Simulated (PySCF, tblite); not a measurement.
# C5H6FO radical: geometry, infrared bands and EPR parameters

Aim: predict the infrared bands and EPR parameters of C5H6FO radical (`C=[C]C(=O)CCF`).

Computed with tblite 0.8.0 and PySCF 2.14.0, with density-fitted response routines of our own, on a single molecule in the gas phase. Atoms are numbered from 0 throughout.

### Step 1. The starting structure

13 atoms, charge 0, multiplicity 2; geometry from: force field or distance geometry start.

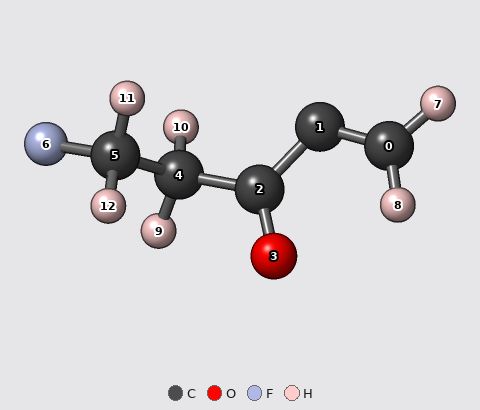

The starting geometry (carbon dark grey, oxygen red, fluorine light blue, hydrogen pink), atoms numbered.

### Step 2. Relaxing the molecule with GFN2-xTB

The job: settings as JSON, then the geometry in Å.

```
{"job": {"kind": "relax", "xc": "GFN2-xTB", "basis": "xTB"}, "charge": 0, "multiplicity": 2}
C      2.662300     0.057300     0.326900
C      1.423700     0.581000     0.365500
C      0.498600     0.027900    -0.613100
O      0.875300    -0.850100    -1.433000
C     -0.928700     0.531800    -0.658800
C     -1.889300    -0.418000     0.005200
F     -3.139200     0.185900    -0.126500
H      3.429700     0.392200     1.014400
H      2.928500    -0.717200    -0.403000
H     -1.263700     0.612300    -1.735300
H     -1.040600     1.530800    -0.216100
H     -1.695000    -0.534800     1.099900
H     -1.865900    -1.398500    -0.505000
```

On the command line:

```
$ OMP_NUM_THREADS=1 python probes_run.py task.json out
```

The driver reads the jobs from task.json and runs them one after another.

Output:

```text
step      E/eV     max force
  0    -609.56853    3.109
  1    -609.74282    2.650
  2    -609.82654    0.694
  3    -609.85673    0.486
  4    -609.88168    0.660
  5    -609.90118    0.481
  6    -609.93181    0.439
  7    -609.94698    0.299
  8    -609.95828    0.285
  9    -609.97154    0.385
 10    -609.98759    0.415
 11    -610.00265    0.303
 12    -610.01359    0.270
 13    -610.02276    0.282
 14    -610.03395    0.376
 15    -610.04430    0.329
 16    -610.05082    0.236
 17    -610.05546    0.225
 18    -610.06134    0.237
 19    -610.07084    0.346
 20    -610.08595    0.507
 21    -610.10528    0.568
 22    -610.12431    0.371
 23    -610.13640    0.764
 24    -610.15271    1.389
 25    -610.19109    0.563
 26    -610.24359    0.559
 27    -610.29261    0.649
 28    -610.31006    1.285
 29    -610.38446    0.760
 30    -610.42341    0.517
 31    -610.44399    0.933
 32    -610.46420    0.527
 33    -610.48052    0.393
 34    -610.49983    0.413
 35    -610.51540    0.363
 36    -610.52987    0.338
 37    -610.54096    0.310
 38    -610.55486    0.262
 39    -610.56498    0.302
 40    -610.57059    0.344
 41    -610.57541    0.173
 42    -610.57874    0.112
 43    -610.58136    0.114
 44    -610.58326    0.104
 45    -610.58489    0.107
 46    -610.58625    0.106
 47    -610.58746    0.093
 48    -610.58831    0.069
 49    -610.58891    0.055
 50    -610.58941    0.055
 51    -610.58982    0.055
 52    -610.59012    0.043
 53    -610.59035    0.042
 54    -610.59057    0.048
 55    -610.59084    0.048
 56    -610.59116    0.048
 57    -610.59146    0.049
 58    -610.59171    0.039
 59    -610.59194    0.038
 60    -610.59216    0.032
 61    -610.59233    0.025
 62    -610.59242    0.025
 63    -610.59247    0.024
 64    -610.59251    0.021
 65    -610.59258    0.025
 66    -610.59269    0.032
 67    -610.59284    0.037
 68    -610.59300    0.035
 69    -610.59316    0.034
 70    -610.59334    0.036
 71    -610.59356    0.034
 72    -610.59380    0.032
 73    -610.59398    0.024
 74    -610.59407    0.027
 75    -610.59412    0.024
 76    -610.59418    0.027
 77    -610.59428    0.035
 78    -610.59445    0.046
 79    -610.59471    0.055
 80    -610.59506    0.052
 81    -610.59541    0.039
 82    -610.59566    0.033
 83    -610.59581    0.038
 84    -610.59593    0.040
 85    -610.59605    0.030
 86    -610.59614    0.022
 87    -610.59618    0.018
 88    -610.59621    0.014
 89    -610.59623    0.017
 90    -610.59628    0.026
 91    -610.59633    0.029
 92    -610.59640    0.025
 93    -610.59645    0.022
 94    -610.59650    0.021
 95    -610.59657    0.023
 96    -610.59666    0.028
 97    -610.59678    0.029
 98    -610.59694    0.037
 99    -610.59719    0.048
100    -610.59765    0.072
101    -610.59853    0.144
102    -610.59973    0.177
103    -610.60117    0.290
104    -610.60053    0.334
105    -610.60327    0.257
106    -610.60932    0.116
107    -610.61105    0.155
108    -610.61312    0.106
109    -610.61343    0.253
110    -610.61477    0.082
111    -610.61486    0.223
112    -610.61566    0.066
113    -610.61612    0.144
114    -610.61662    0.099
115    -610.61723    0.087
116    -610.61786    0.122
117    -610.61900    0.086
118    -610.61920    0.159
119    -610.61998    0.128
120    -610.62110    0.075
121    -610.62143    0.050
122    -610.62184    0.047
123    -610.62224    0.069
124    -610.62226    0.070
125    -610.62238    0.016
126    -610.62241    0.028
127    -610.62243    0.011
128    -610.62244    0.012
129    -610.62245    0.011
130    -610.62246    0.012
131    -610.62247    0.011
132    -610.62248    0.008
```

It took 0.49 s on 1 thread of Arm Neoverse V2, shared host.

Step by step: (not every step is listed)

| step | energy from step 0 (eV) | largest force (eV/Å) |
| --- | --- | --- |
| 0 | 0.0000 | 3.1090 |
| 1 | -0.1743 | 2.6498 |
| 2 | -0.2580 | 0.6939 |
| 3 | -0.2882 | 0.4863 |
| 4 | -0.3131 | 0.6600 |
| 5 | -0.3326 | 0.4810 |
| 6 | -0.3633 | 0.4394 |
| 7 | -0.3785 | 0.2991 |
| 8 | -0.3897 | 0.2845 |
| 19 | -0.5023 | 0.3458 |
| 30 | -0.8549 | 0.5172 |
| 41 | -1.0069 | 0.1733 |
| 52 | -1.0216 | 0.0431 |
| 63 | -1.0239 | 0.0242 |
| 74 | -1.0255 | 0.0273 |
| 85 | -1.0275 | 0.0303 |
| 96 | -1.0281 | 0.0281 |
| 107 | -1.0425 | 0.1551 |
| 118 | -1.0507 | 0.1590 |
| 127 | -1.0539 | 0.0107 |
| 128 | -1.0539 | 0.0117 |
| 129 | -1.0539 | 0.0115 |
| 130 | -1.0539 | 0.0121 |
| 131 | -1.0539 | 0.0106 |
| 132 | -1.0539 | 0.0078 |

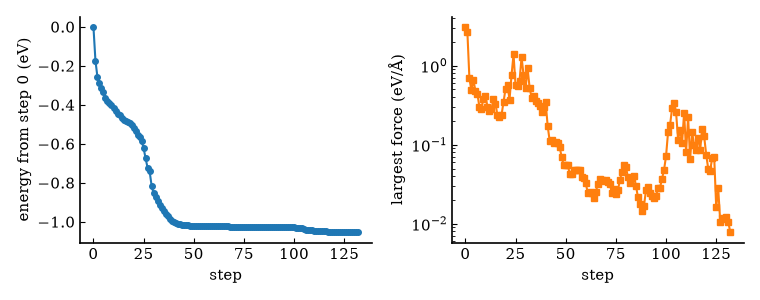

Energy and force, step by step.

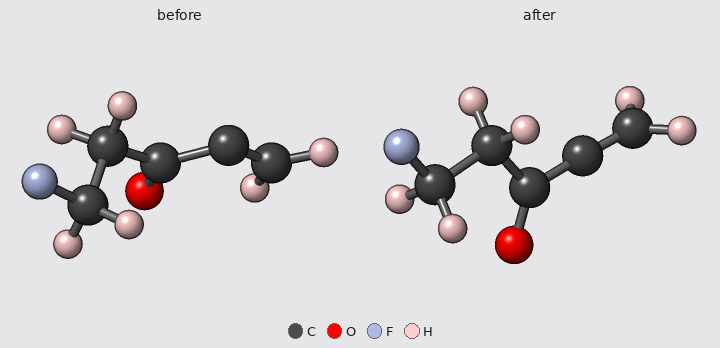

The geometry before (left) and after (right).

Distances of close pairs at the start and the end, largest changes first:

```csv
bond,before (Å),after (Å),change (Å)
C1–C2,1.456,1.389,-0.067
C0–C1,1.345,1.281,-0.064
C4–H9,1.130,1.093,-0.037
C2–O3,1.259,1.231,-0.028
C5–H11,1.118,1.094,-0.024
C5–F6,1.394,1.374,-0.020
C4–C5,1.505,1.521,+0.016
C0–H8,1.097,1.084,-0.013
```

The end geometry stands in the next job.

### Step 3. Infrared spectrum with GFN2-xTB

The job: settings as JSON, then the geometry in Å.

```
{"job": {"kind": "ir", "xc": "GFN2-xTB", "basis": "xTB"}, "charge": 0, "multiplicity": 2}
C      2.828807     0.409054    -0.055916
C      1.646684    -0.073176    -0.160240
C      0.376900    -0.630845    -0.241264
O      0.173840    -1.843754    -0.304237
C     -0.757911     0.390270    -0.247596
C     -2.102114    -0.315315    -0.339186
F     -3.119163     0.608408    -0.328853
H      3.309694     0.584048     0.899857
H      3.432920     0.678405    -0.914483
H     -0.632118     1.067583    -1.096055
H     -0.712525     0.990574     0.664699
H     -2.259808    -0.981300     0.513969
H     -2.189594    -0.883466    -1.269671
```

Output:

```text
mode    cm-1     km/mol
  1      36.6      1.22
  2      70.9     10.33
  3      97.9      2.47
  4     118.1      3.21
  5     197.0      8.79
  6     316.5      0.18
  7     363.2      7.64
  8     446.5      3.40
  9     504.9      4.54
 10     607.9     15.28
 11     785.2     13.08
 12     849.1      9.76
 13     850.3     38.31
 14     874.2      6.99
 15     999.1      5.95
 16    1024.6    110.32
 17    1076.6     13.90
 18    1110.6     45.69
 19    1151.2      9.92
 20    1238.9      0.38
 21    1254.4     27.83
 22    1325.7     30.02
 23    1332.6     44.97
 24    1442.9     14.84
 25    1451.2      0.32
 26    1566.4    233.22
 27    1936.8     29.83
 28    2956.4      1.11
 29    2967.9      9.79
 30    2971.2     31.55
 31    2977.6      0.07
 32    2982.6     17.29
 33    2998.3      0.02
```

Run time: 0.23 s. Hardware: 1 thread of Arm Neoverse V2, shared host.

The strongest bands and the atoms that carry them (share of the mass-weighted mode):

| cm⁻¹ | km/mol | atoms |
| --- | --- | --- |
| 850 | 38.3 | H7 33 %, H8 33 %, C0 19 % |
| 1025 | 110.3 | C5 39 %, F6 27 %, C4 11 %, C2 10 % |
| 1111 | 45.7 | C2 42 %, C5 14 %, H10 11 %, H9 11 % |
| 1326 | 30.0 | H8 41 %, H7 40 % |
| 1333 | 45.0 | H11 25 %, H12 25 %, C5 18 %, C4 12 % |
| 1566 | 233.2 | C2 60 %, O3 38 % |
| 1937 | 29.8 | C1 64 %, C0 30 % |
| 2971 | 31.6 | H9 26 %, H10 26 %, H12 23 %, H11 15 % |

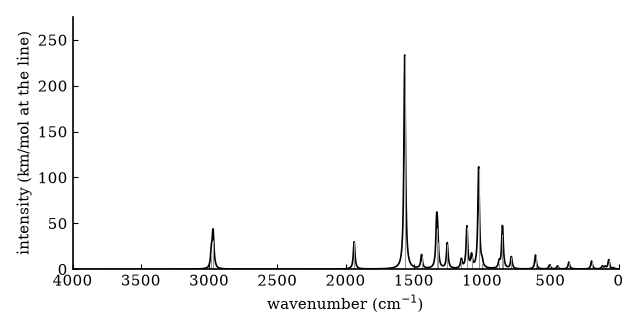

The infrared spectrum from these modes, unscaled. Lines are broadened to a width of 14 cm⁻¹ (Lorentzian).

### Step 4. g tensor and hyperfine couplings: B3LYP/pcH-1

Settings changed since step 3:

```diff
@@ -1,2 +1,2 @@
-{"job": {"kind": "ir", "xc": "GFN2-xTB", "basis": "xTB"}, "charge": 0, "multiplicity": 2}
+{"job": {"kind": "epr", "basis": "pcH-1"}, "charge": 0, "multiplicity": 2}
 C      2.828807     0.409054    -0.055916
```

With the program's defaults for keys left out, this is: UKS B3LYP, pcH-1 on C F H O, non-relativistic, mean-field spin-orbit, GIAO.

Output:

```text
UKS, coarse grid
  cycle   1  E = -368.94854095  |g| = 6.86e-01
  cycle   2  E = -367.47922262  |g| = 1.85e+00
  cycle   3  E = -369.06651845  |g| = 3.55e-01
  cycle   4  E = -369.12481308  |g| = 1.11e-01
  cycle   5  E = -369.12882041  |g| = 4.09e-02
  cycle   6  E = -369.12955599  |g| = 1.79e-02
  cycle   7  E = -369.12977101  |g| = 7.75e-03
  cycle   8  E = -369.12982704  |g| = 4.93e-03
  cycle   9  E = -369.12984701  |g| = 1.92e-03
  cycle  10  E = -369.12984971  |g| = 1.06e-03
  cycle  11  E = -369.12985112  |g| = 2.56e-04
UKS, final grid
  cycle   1  E = -369.12975229  |g| = 2.81e-04
  cycle   2  E = -369.12975225  |g| = 5.20e-04
  cycle   3  E = -369.12975235  |g| = 9.53e-05
  cycle   4  E = -369.12975236  |g| = 5.28e-05
  cycle   5  E = -369.12975237  |g| = 2.21e-05
E = -369.12975237 Eh   <S^2> = 0.7660 (exact 0.7500)
g shifts (ppm)      1          2          3
  rmc          -196       -196       -196
  gc             -8         37         41
  oz_so         -60       2074       5832
  total        -263       1916       5677
hyperfine (MHz)  atom isotope    a_iso     a_fc   dipolar eigenvalues
    0   13C     -50.24     -50.24    -12.76      4.04      8.72
    1   13C      58.55      58.55    -66.55    -51.37    117.91
    2   13C     -39.73     -39.73     -9.84      1.49      8.35
    3   17O     -23.11     -23.11   -103.65     51.26     52.39
    4   13C      -1.48      -1.48     -1.26      0.53      0.73
    5   13C      -0.38      -0.38     -0.44     -0.22      0.65
    6   19F      -0.07      -0.07     -1.04     -0.65      1.69
    7    1H     154.64     154.64     -4.26     -2.68      6.94
    8    1H     152.82     152.82     -4.30     -2.76      7.06
    9    1H       7.65       7.65     -3.19     -1.76      4.95
   10    1H       7.23       7.23     -3.17     -1.81      4.98
   11    1H       2.51       2.51     -1.70     -1.29      3.00
   12    1H       2.58       2.58     -1.68     -1.28      2.96
```

Run time: 39 s. Hardware: 1 thread of Arm Neoverse V2, shared host; peak memory 0.89 GiB.

Principal g values 2.00206, 2.00423, 2.00800; g(iso) = 2.00476, against 2.00232 for a free electron.

Mean a(iso) over the nuclei that a row names, and the largest dipolar term of the row (other rows stand at the frozen geometry):

```
  nuclei  isotope  a(iso) (MHz)  a(iso) (G, at g = 2.0023)  largest dipolar term (MHz)
      H7       1H         154.6                       55.2                         6.9
      H8       1H         152.8                       54.5                         7.1
      C1      13C          58.6                       20.9                       117.9
      C0      13C         -50.2                      -17.9                       -12.8
      C2      13C         -39.7                      -14.2                        -9.8
      O3      17O         -23.1                       -8.2                      -103.7
 H9, H10       1H           7.4                        2.7                         5.0
H11, H12       1H           2.5                        0.9                         3.0
      C4      13C          -1.5                       -0.5                        -1.3
      C5      13C          -0.4                       -0.1                         0.7
      F6      19F          -0.1                        0.0                         1.7
```

Mulliken spin populations:

C0 -0.14; C1 0.78; C2 -0.11; O3 0.33; C4 0.00; C5 0.00; F6 0.00; H7 0.06; H8 0.06; H9 0.00; H10 0.00; H11 0.00; H12 0.00

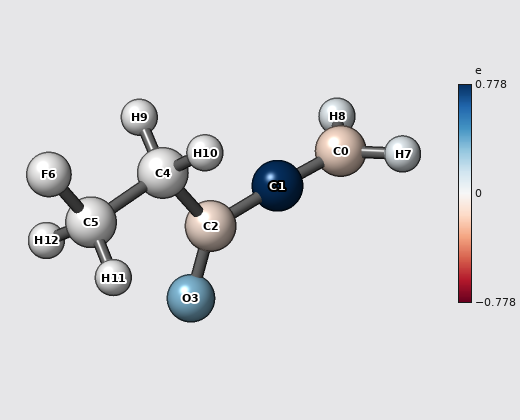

Mulliken spin populations, as colours on the atoms.

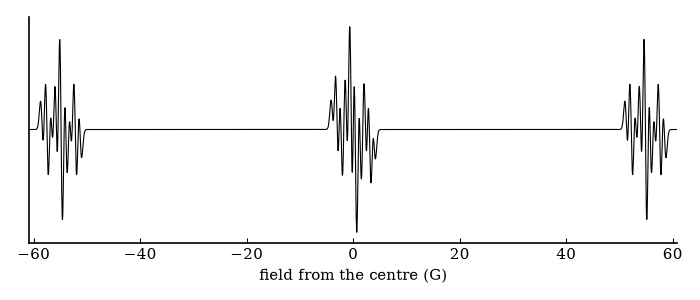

First-order isotropic spectrum (first derivative, main isotopes with spin only, couplings over 0.8 MHz, Gaussian width 0.3 G; couplings of the frozen geometry, rotation of groups not averaged beyond the rows shown).

The fields below are evaluated on a grid from the run's orbitals.

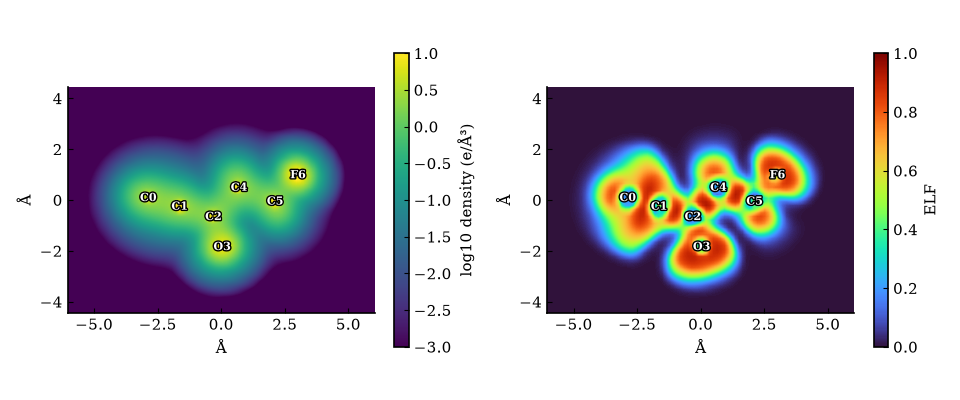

Density (left) and ELF (right) in a plane through or near 7 of the atoms.

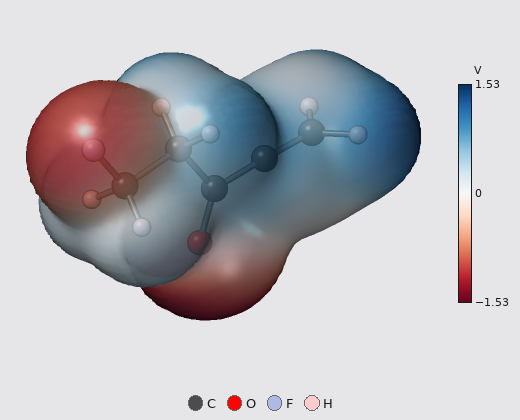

Electrostatic potential on the surface of density 0.002 e/bohr³; red is low, blue high. It runs from -1.53 V near O3 to 1.42 V near H8.

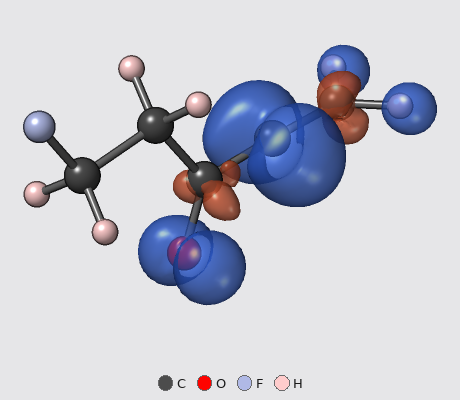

Spin density at ±0.04 e/Å³ (alpha excess blue, beta excess red).

### Step 5. Outcome

| quantity | value |
| --- | --- |
| strongest single infrared mode (GFN2-xTB) | 1566 cm⁻¹, 233 km/mol |
| zero-point energy (GFN2-xTB) | 58.4 kcal/mol |
| g(iso) (B3LYP) | 2.00476 |
| ⟨S²⟩ | 0.766 (exact 0.75) |
| largest a(iso) (averaged by class) | 1H on H7, 154.6 MHz |
| surface potential, least and greatest | -1.53 V and 1.42 V |

In words: Over 132 steps the energy fell by 1.054 eV; of the close pairs, C1–C2 changed most, 1.456 to 1.389 Å. No mode is imaginary among the 33: a minimum at this level. The strongest single mode, at 1566 cm⁻¹, moves mainly C2 and O3. GFN2-xTB is a fitted tight-binding method: band positions and strengths are rough. Its intensities can rank the bands wrongly. C1 carries the largest spin population, 0.78 e. The isotropic g lies 2.4 ppt above the free-electron value.
